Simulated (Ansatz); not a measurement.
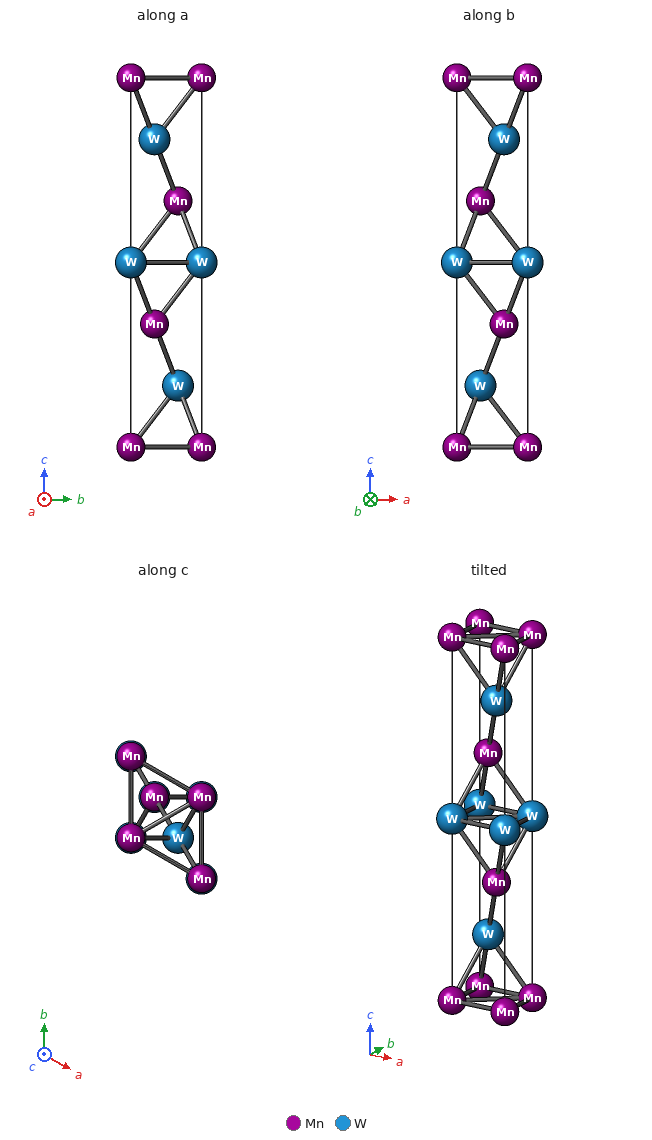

Drawn in the ball-and-stick manner and seen along the a axis, along the b axis, along the c axis and slightly off an axis. The lines enclose the conventional unit cell; boundary atoms appear with their images.

Lattice parameters: a = 2.789 Å, b = 2.789 Å, c = 12.629 Å, α = 90.00°, β = 90.00°, γ = 120.00°. Put a along x and b in the xy plane.

Reconstruct the structure as a POSCAR file.

Answer.
```
Mn W
1.0
     2.789    0.000    0.000
    -1.395    2.416    0.000
     0.000    0.000   12.629
Mn W
3 3
Direct
  0.0000 0.0000 0.0000
  0.6667 0.3333 0.3333
  0.3333 0.6667 0.6667
  0.3333 0.6667 0.1667
  0.0000 0.0000 0.5000
  0.6667 0.3333 0.8333
```

Origin of the cell: a structure type filled with these elements by a generator (whether the compound takes this form wasn't checked). Earlier steps of the study may have refined or changed the cell and positions. It was set up as input for a calculation with Ansatz.
